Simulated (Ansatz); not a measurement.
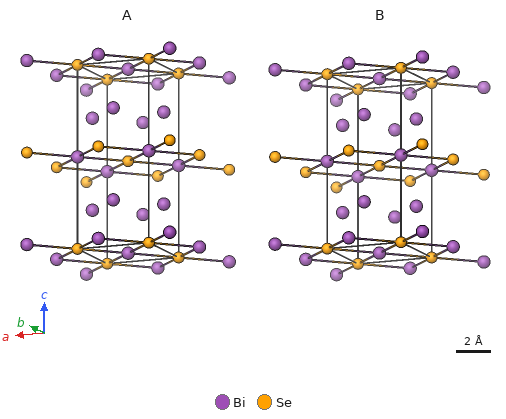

Two geometries of solid Bi3Se (built on the TiAl3 (D0_22)_139 type), drawn at one scale. One is the start of a relaxation, the other its converged end. A ball-and-stick model of the conventional cell (2 times the calculation's cell), seen from a free direction. Lengths and directions refer to the drawn axes.

Method: Ansatz, DFT PBE, scalar-relativistic, plane waves, PAW. Settings: plane-wave cutoff 420 eV; k-point mesh 14 × 14 × 14; occupations gaussian; smearing width 0.1 eV; no spin polarisation; cell and atoms relaxed; force threshold 0.01 eV/Å; at most 80 steps.

**Which geometry has the lower energy?**

Structure A is the relaxed one. Case: TiAl3 (D0_22) type (I4/mmm, No. 139). No atom moves by more than 0.005 Å relative to the cell. Cell: a = b 4.740 → 4.593 Å (−3.1 %), c 10.587 → 11.168 Å (+5.5 %). Volume −0.9 %. Among the contacts that change: Bi–Se 3.351 → 3.248 Å. The space group stays I4/mmm (No. 139). The energy falls by 5.7 meV per atom in 5 accepted moves (6 points after the start). All forces vanish by symmetry, so only the cell relaxes. Pressure: −1.09 GPa at the start and 0.01 GPa at the end. The SCF was repeated once at an unchanged geometry on a basis and grid sized afresh for the cell, which shifted the energy by 0.1 meV per atom at most. Cost: 3.8 min on 1 thread of Intel(R) Xeon(R) 6975P-C (Granite Rapids), with other jobs on the host, peak memory 1 GiB.
